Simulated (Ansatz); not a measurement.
**Ta (Im-3m): thermal expansion from first principles**

Aim: the lattice, expansion, heat capacity and bulk modulus of Ta as it warms.

Program: Ansatz 0.2.0. Level of theory: DFT PBEsol, scalar-relativistic, plane waves, PAW; PAW set soft_1. Results are calculated unless marked as measured.

## (1) The starting structure

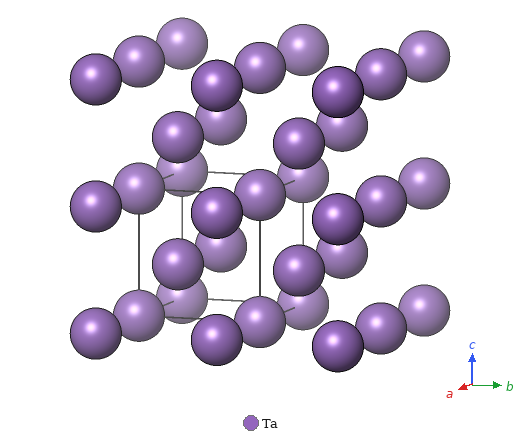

The starting structure, seen slightly off an axis (tantalum purple). 2×2×2 cells are drawn. This picture shows the conventional cell, with its axes. Some periodic images of atoms are drawn too.

As a file:

```cif
data_structure
_symmetry_space_group_name_H-M 'Im-3m'
_symmetry_Int_Tables_number 229
_cell_length_a 3.3026
_cell_length_b 3.3026
_cell_length_c 3.3026
_cell_angle_alpha 90.000
_cell_angle_beta 90.000
_cell_angle_gamma 90.000
_cell_volume 36.02
loop_
_atom_site_label
_atom_site_type_symbol
_atom_site_symmetry_multiplicity
_atom_site_Wyckoff_symbol
_atom_site_fract_x
_atom_site_fract_y
_atom_site_fract_z
_atom_site_occupancy
Ta1 Ta 2 a 0.00000 0.00000 0.00000 1
```

## (2) A first coarse run

A cheap single point shows whether the cell is a metal or an insulator and how far it is from rest; that sets the k-mesh and the occupations of what follows.

File input.yaml:

```yaml
crystal:
  lattice:
    - [-1.65128, 1.65128, 1.65128]
    - [1.65128, -1.65128, 1.65128]
    - [1.65128, 1.65128, -1.65128]
  atoms:
    - { symbol: Ta, position: [0.0, 0.0, 0.0] }
kpoints:
  mp_grid: { grid: [8, 8, 8] }
hamiltonian:
  xc: pbesol
  pseudopotentials: { kind: paw, azcp: { folder: soft_1 }, xc_functional: pbe }
scf:
  occupations: { method: gaussian, width: 0.1 }
  lower_state_search: "off"
output:
  forces: true
  stress: true
  eigenvalues: true
```

Command:

```sh
> ansatz run input.yaml --threads 8 --pin off --max-ram 16384MiB --backend cpu --events-out ev --progress --plain --runs-dir out
```

Numbers of over 12 decimals in the logs are rounded to 6 here.

What it wrote:

```text
Engine: ansatz 0.2.0, aarch64-unknown-linux-gnu
Pseudopotentials: kind: paw
Pseudopotential: Ta, paw, valence charge 13, recommended cutoff 420 eV (normal), soft_1/Ta.paw.azcp
Functional definition: PBEsol
  exchange = pbesol_x
  correlation = pbesol_c
Crystal: 1 atoms, lattice volume = 18.010 Å³
Basis set: ecut = 420 eV, 369 PW (Γ), exchange–correlation on 40×40×40 points (8 copies of the dense FFT grid, shifted against one another)
Bands: 11, of which v1, the nominal top of the filled ones, is band 7 counted from 1 (6 counted from 0)
Symmetry: 48 space group operations
Space group: Im-3m (ITA 229), of the structure as read, at distance tolerance 2.6e-5 Å
k-points: 29 of 512
Non-local potential: Ta, projectors of the file, l = 0: 3, l = 1: 2, l = 2: 2, l = 3: 1
PAW form: soft (Blöchl's): semilocal exchange-correlation on the pseudo side does not see the compensation charge
PAW frozen core: Ta, regenerated for the run's functional, and the local potential with it (the file was generated under x = pbe(κ = 0.804, μ = 0.219515), c = pbe(β = 0.066725))
PAW one-centre angular grid: Ta, 590 points (default); XC on 64 Gauss nodes
Initial density: superposition of atomic densities (chi_scale 0.1, normalization cell)
Initial wavefunctions: pseudopotential atomic-orbital guess
Functional: x = pbesol(κ = 0.804, μ = 0.123457), c = pbesol(β = 0.046)
SCF iter   1: F=—  HF=-9807.553063 eV  |F-HF|=—  |Δ(HF+E_count)|=         —  Δρ=4.02e-2  dr2=3.05e-1  ethr=3.10e-3  ⟨swp⟩=4.9  Hψ=1641  notcnv=0
preconditioner: auto → none  [metal: Δε(μ)=0.109 eV  Ē_g=8.512 eV  σ=0.100 eV  W_gap=0.45  n_scr=0 (ndim 8)  ℏωp=19.6 eV  f_vac=0.000  D(μ)=0.79/eV (n_scr^D=12)]
SCF iter   2: F=—  HF=-9807.433687 eV  |F-HF|=—  |Δ(HF+E_count)|=   1.19e-1  Δρ=1.45e-2  dr2=1.99e-2  ethr=2.34e-3  ⟨swp⟩=2.6  Hψ=745  notcnv=0  defer=11
SCF iter   3: F=—  HF=-9807.430637 eV  |F-HF|=—  |Δ(HF+E_count)|=   3.05e-3  Δρ=4.44e-3  dr2=1.17e-3  ethr=1.53e-4  ⟨swp⟩=2.1  Hψ=378  notcnv=0  defer=11
SCF iter   4: F=—  HF=-9807.430730 eV  |F-HF|=—  |Δ(HF+E_count)|=   9.29e-5  Δρ=1.53e-4  dr2=1.07e-6  ethr=9.00e-6  ⟨swp⟩=1.0  Hψ=308  notcnv=0  defer=11
SCF iter   5: F=—  HF=-9807.430727 eV  |F-HF|=—  |Δ(HF+E_count)|=   3.38e-6  Δρ=1.77e-5  dr2=9.48e-9  ethr=7.69e-10  ⟨swp⟩=7.3  Hψ=1629  notcnv=0
SCF iter   6: F=-9807.430727 eV  HF=-9807.430727 eV  |F-HF|=5.46e-12  |Δ(HF+E_count)|=  3.46e-11  Δρ=7.41e-7  dr2=4.23e-11  ethr=7.30e-11  ⟨swp⟩=1.2  Hψ=929  notcnv=0
SCF 1 converged in 6 iterations: F = -9807.430727 eV  dr2 = 4.23e-11
  greatest PAW one-centre occupation: 0.999 electrons in one spin orbital (limit 2), on the Ta atom at site 0 (counted from 0), in its partial waves of l = 0
SCF converged after 6 iterations
Free energy (F): -9807.430727 eV
Harris-Foulkes:  -9807.430727 eV  (|F-HF|=5.46e-12)
Internal energy: -9807.427114 eV  (E = F + TS)
E sigma→0 (E₀):  -9807.428921 eV
Entropy (-TS):   -0.003613 eV (-3.613 meV/atom)
Fermi energy:    18.343358 eV
--- Per-component energies (eV) ---
  E_band       = -106.778581
  E_kinetic    = 393.557662
  E_local      = -550.022823  (includes V_loc(G=0)·N_el)
  E_nonlocal   = -8.692544
  E_hartree    = 198.388133
  E_xc         = -318.810977
  E_vxc        = -233.484076  (∫ρ·V_xc dr)
  E_paw        = -8181.248938  (= ΣΔE_a)
  E_vpaw       = -104.913214  (= ΣTr[D̂ρ^β])
  E_aug_tail   = 0.000103  (compensation charges beyond the density's cutoff)
  E_ewald      = -1340.811443
  E_core_change = 0.213713  (= ΣΔE_core)
  E_smearing   = -0.003613  (= −TS)
  E_closure    = 0.000000  (closes the sum)
  Σ components = -9807.430727   (vs F -9807.430727, Δ=0.00e0)
--- Forces (eV/Å), atoms counted from 1 ---
  atom   1  Ta     0.00000000     0.00000000     0.00000000
  max |Σ_I F_I| component: 7.40e-32 eV/Å
--- Stress (GPa, compression-positive) ---
       -5.860689       0.000000      -0.000000
        0.000000      -5.860689       0.000000
        0.000000       0.000000      -5.860689
  P = ⅓ Tr σ = -5.8607 GPa (-58.607 kbar)
--- Band table (eV; the first three rows and the last of 29) ---
  k-point 0: bands = [... 3 lower, -14.6086, 10.4115, 19.0711, 19.0711, 19.0711, 22.3413, 22.3413, 32.9328]
  k-point 1: bands = [... 3 lower, -14.6096, 11.0881, 18.6486, 18.8900, 19.7500, 21.8022, 22.3527, 33.4711]
  k-point 2: bands = [... 3 lower, -14.6122, 12.7059, 17.7819, 18.2473, 21.6749, 21.7559, 22.5247, 33.2158]
  k-point 28: bands = [... 3 lower, -15.4366, 14.5242, 14.5242, 25.2070, 25.2070, 25.2070, 26.9327, 26.9327]
```

Run time: 0.78 s. Hardware: 8 threads of Arm Neoverse V2, shared host; peak memory 0.25 GiB.

The column dr2 measures how far the density is from self-consistency, as an energy; F and HF (Harris–Foulkes) agree once it is small.

Numbers from this step:

```
pressure          : -5.861 GPa
volume per atom   : 18.01 Å³/atom
gap on the k-mesh : 0 eV
```

The start is under -5.9 GPa at this level and looks like a metal on this mesh.

## (3) Finding the static equilibrium

The vibrations must be taken about the equilibrium of this functional, not about the starting cell, so the structure is relaxed.

input.yaml, the sections that differ from step 2:

```yaml
kpoints:
  mp_grid: { grid: [18, 18, 18] }
output:
  forces: true
  stress: true
  eigenvalues: true
  write_density: true
  write_potential: true
  elf: true
  volumetric_format: npy
relax:
  adjacent_minimum: "off"
  f_tol: 0.005
  max_steps: 80
  cell: { stress_tol: 0.05 }
# crystal, hamiltonian, scf: as in step 2
```

What it wrote:

```text
[...]
Crystal: 1 atoms, lattice volume = 18.010 Å³
Basis set: ecut = 420 eV, 369 PW (Γ), exchange–correlation on 40×40×40 points (8 copies of the dense FFT grid, shifted against one another)
Bands: 11, of which v1, the nominal top of the filled ones, is band 7 counted from 1 (6 counted from 0)
Symmetry: 48 space group operations
[...]
k-points: 195 of 5832
[...]
SCF iter   1: F=—  HF=-9807.538615 eV  |F-HF|=—  |Δ(HF+E_count)|=         —  Δρ=4.19e-2  dr2=3.32e-1  ethr=3.10e-3  ⟨swp⟩=5.0  Hψ=11056  notcnv=0
[...]
SCF iter   6: F=-9807.406854 eV  HF=-9807.406854 eV  |F-HF|=6.18e-11  |Δ(HF+E_count)|=   6.14e-9  Δρ=1.37e-6  dr2=1.13e-10  ethr=1.55e-10  ⟨swp⟩=4.7  Hψ=9592  notcnv=0
SCF 1 converged in 6 iterations: F = -9807.406854 eV  dr2 = 1.13e-10
[...]
relax step   1: F+E_penalty+E_count = -9807.40685423 eV  Δ(F+E_penalty+E_count) = +0.000e0 eV  max|allowed force component| = 0.000e0 eV/Å  Δτ_max = 0.0000 Å  P = -4.001 GPa  Ω = 18.010 Å³  (6 SCF iters, dr2 threshold 1.00e-7 eV, accepted)
Crystal: 1 atoms, lattice volume = 16.625 Å³
Basis set: ecut = 420 eV, 321 PW (Γ), exchange–correlation on 40×40×40 points (8 copies of the dense FFT grid, shifted against one another)
[...]
iter 1 solved again at ethr=1.33e-6 eV; its pass at ethr=3.10e-3 eV (dr2=1.74e-4 eV) is discarded
[...]
SCF iter   4: F=-9807.369032 eV  HF=-9807.369032 eV  |F-HF|=4.68e-9  |Δ(HF+E_count)|=   4.41e-7  Δρ=1.49e-5  dr2=1.58e-8  ethr=7.69e-10  ⟨swp⟩=8.5  Hψ=13248  notcnv=0
SCF 2 converged in 4 iterations: F = -9807.369032 eV  dr2 = 1.58e-8
relax step   2: F+E_penalty+E_count = -9807.36903234 eV  Δ(F+E_penalty+E_count) = +3.782e-2 eV  max|allowed force component| = 0.000e0 eV/Å  Δτ_max = 0.0000 Å  P = +14.066 GPa  Ω = 16.625 Å³  energy of the carried Pulay correction = +2.761e-4 eV  (4 SCF iters, dr2 threshold 1.00e-7 eV, rejected (line search))
Crystal: 1 atoms, lattice volume = 17.684 Å³
[...]
SCF iter   6: F=-9807.411442 eV  HF=-9807.411442 eV  |F-HF|=5.46e-12  |Δ(HF+E_count)|=  2.00e-11  Δρ=1.17e-7  dr2=7.08e-13  ethr=1.00e-12  ⟨swp⟩=5.1  Hψ=7315  notcnv=0
SCF 3 converged in 6 iterations: F = -9807.411442 eV  dr2 = 7.08e-13
relax step   3: F+E_penalty+E_count = -9807.41144248 eV  Δ(F+E_penalty+E_count) = -4.588e-3 eV  max|allowed force component| = 0.000e0 eV/Å  Δτ_max = 0.0000 Å  P = -0.389 GPa  Ω = 17.684 Å³  energy of the carried Pulay correction = +6.311e-5 eV  (6 SCF iters, accepted)
[...]
relax step   4: F+E_penalty+E_count = -9807.41148946 eV  Δ(F+E_penalty+E_count) = -4.698e-5 eV  max|allowed force component| = 0.000e0 eV/Å  Δτ_max = 0.0000 Å  P = -0.008 GPa  Ω = 17.651 Å³  energy of the carried Pulay correction = +6.952e-5 eV  (2 SCF iters, dr2 threshold 1.00e-7 eV, accepted)
[...]
SCF iter   4: F=-9807.411420 eV  HF=-9807.411420 eV  |F-HF|=0.00e0  |Δ(HF+E_count)|=  3.09e-11  Δρ=8.15e-8  dr2=3.03e-13  ethr=1.00e-12  ⟨swp⟩=5.3  Hψ=7887  notcnv=0
SCF 5 converged in 4 iterations: F = -9807.411420 eV  dr2 = 3.03e-13
relax step   5: F+E_penalty+E_count = -9807.41141958 eV  Δ(F+E_penalty+E_count) = +6.988e-5 eV  max|allowed force component| = 0.000e0 eV/Å  Δτ_max = 0.0000 Å  P = -0.008 GPa  Ω = 17.651 Å³  stress off target by 7.50e-3 GPa  SCF on the basis re-selected at this cell (its energy is not comparable with the rows above)  (4 SCF iters)
basis re-selected at this cell: Δ(F+E_penalty+E_count) = +6.988e-5 eV, ΔP = +0.000 GPa vs the last step (what re-selecting the basis moved, of the pressure what is left beyond the Pulay correction that the steps carried, after the strain that the cell walked since its last selection, with what the two solves' SCF thresholds leave and, on support functions, any second-order correction that the steps lacked; it is no measure of the basis error at this ecutwfc). This SCF's stress stands 7.50e-3 GPa from its target on what of the cell is left free (relax.cell.stress_tol is 5.00e-2 GPa) and its largest allowed force component is 0.00e0 eV/Å (relax.f_tol is 5.00e-3 eV/Å): [rest of the remark cut]
SCF converged after 4 iterations
Free energy (F): -9807.411420 eV
[...]
Internal energy: -9807.405460 eV  (E = F + TS)
E sigma→0 (E₀):  -9807.408440 eV
Entropy (-TS):   -0.005959 eV (-5.959 meV/atom)
Fermi energy:    18.767591 eV
[...]
--- Stress (GPa, compression-positive) ---
       -0.007501       0.000000      -0.000000
        0.000000      -0.007501       0.000000
        0.000000       0.000000      -0.007501
  P = ⅓ Tr σ = -0.0075 GPa (-0.075 kbar)
--- Band table (eV; the first three rows and the last of 195) ---
  k-point 0: bands = [... 3 lower, -14.1288, 10.7618, 19.4822, 19.4822, 19.4822, 22.8271, 22.8271, 33.4414]
  k-point 1: bands = [... 3 lower, -14.1290, 10.9038, 19.3887, 19.4561, 19.6213, 22.6701, 22.8263, 33.5721]
  k-point 2: bands = [... 3 lower, -14.1298, 11.3146, 19.1316, 19.3454, 20.0344, 22.3446, 22.8326, 33.9057]
  k-point 194: bands = [... 3 lower, -15.0091, 14.8246, 14.8246, 25.7805, 25.7805, 25.7805, 27.5389, 27.5389]
--- Relaxed structure (4 steps of the walk, 3 accepted, 1 SCFs on fresh bases) ---
  F+E_penalty+E_count = -9807.41141958 eV   max|allowed force component| = 0.000e0 eV/Å   (the final SCF, on the basis selected at the relaxed cell)
  cell:  # Å, volume = 17.6512 Å³
    - [-1.640229, 1.640229, 1.640229]
    - [1.640229, -1.640229, 1.640229]
    - [1.640229, 1.640229, -1.640229]
  atoms:
    - { symbol: Ta, position: [0.0, 0.0, 0.0] }
```

It took 1.8 s on 8 threads; peak memory 0.33 GiB.

Relaxation path:

| step | energy less that of the first step (eV) | largest force component (eV/Å) | pressure (GPa) | volume (Å³) |
| --- | --- | --- | --- | --- |
| 1 | 0.0000 | 0.0000 | -4.00 | 18.01 |
| 2 | 0.0378 | 0.0000 | 14.07 | 16.62 |
| 3 | -0.0046 | 0.0000 | -0.39 | 17.68 |
| 4 | -0.0046 | 0.0000 | -0.01 | 17.65 |
| 5* | -0.0046 | 0.0000 | -0.01 | 17.65 |

Relaxation steps marked * repeat the geometry before them on a plane-wave basis chosen anew for their cell, so energy and pressure can jump there. Relaxation step 2 was tried and not accepted.

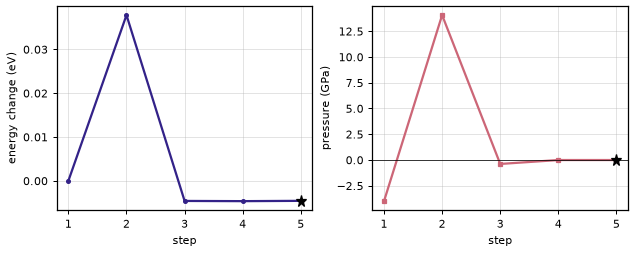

Energy and pressure along the relaxation. Stars mark steps on a basis chosen anew.

| conventional cell, symmetrised | before | after | change |
| --- | --- | --- | --- |
| a (Å) | 3.303 | 3.280 | -0.7 % |
| b (Å) | 3.303 | 3.280 | -0.7 % |
| c (Å) | 3.303 | 3.280 | -0.7 % |
| volume (Å³/atom) | 18.01 | 17.65 | -2.0 % |

The relaxed structure:

```
Ta
1.0
    -1.64023    1.64023    1.64023
     1.64023   -1.64023    1.64023
     1.64023    1.64023   -1.64023
Ta
1
Direct
  0.00000 0.00000 0.00000
```

This step gave:

* pressure: -0.007501 GPa
* volume per atom: 17.65 Å³/atom

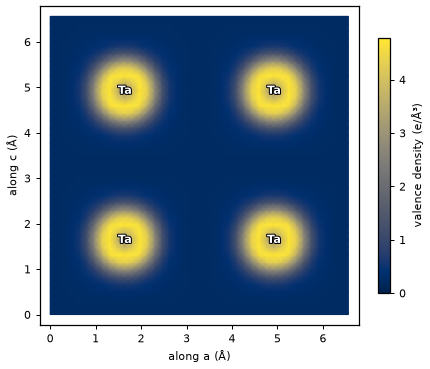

Valence density in the ac plane of the conventional cell at fractional y = 0.000, with atoms of Ta within 0.2 Å of it. It is the smooth field of the valence electrons, not physical close to the nuclei. The map starts off the cell's origin, so that atoms lie inside it.

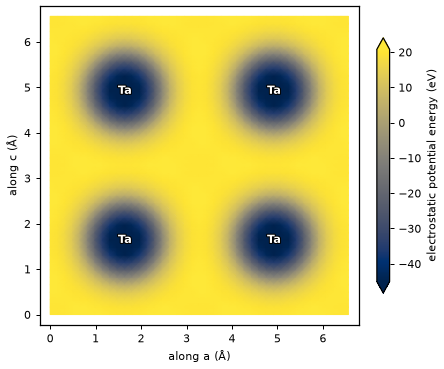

Electrostatic potential energy in the ac plane of the conventional cell at fractional y = 0.000, with atoms of Ta within 0.2 Å of it. With pseudopotentials it is smooth inside the atoms' cores, unlike the true potential. The map starts off the cell's origin, so that atoms lie inside it.

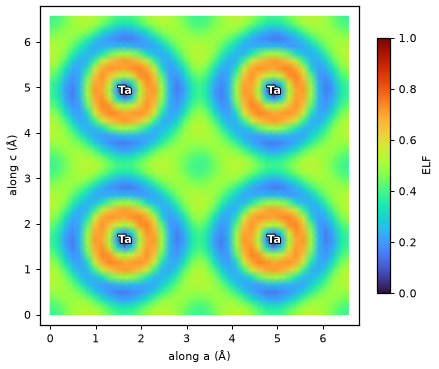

ELF in the ac plane of the conventional cell at fractional y = 0.000, with atoms of Ta within 0.2 Å of it. It is the smooth field of the valence electrons, not physical close to the nuclei. The map starts off the cell's origin, so that atoms lie inside it.

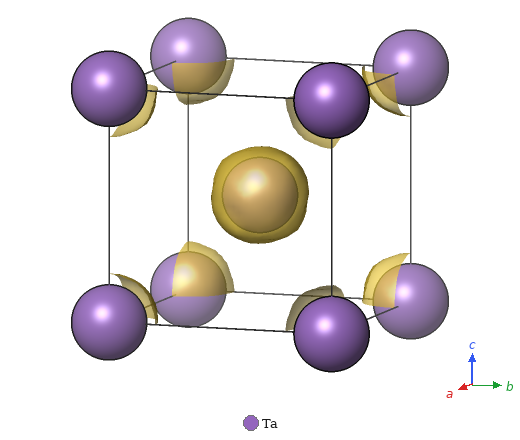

Surface of ELF = 0.69.

The relaxation ends with a pressure of -0.01 GPa.

(Part 1 of 3 ends here.)

[Logs are printed without paths, hosts, clocks, repeated set-up lines and the standing remarks that a program may print on its own settings, such as how far it seeks lower states.]

[Hosts, paths, dates, database ids (printed as entryN), source tags and the programs' standing remarks are cut or masked in the printed files.]

[A step with changed settings may run another functional than the one named; its input shows which.]
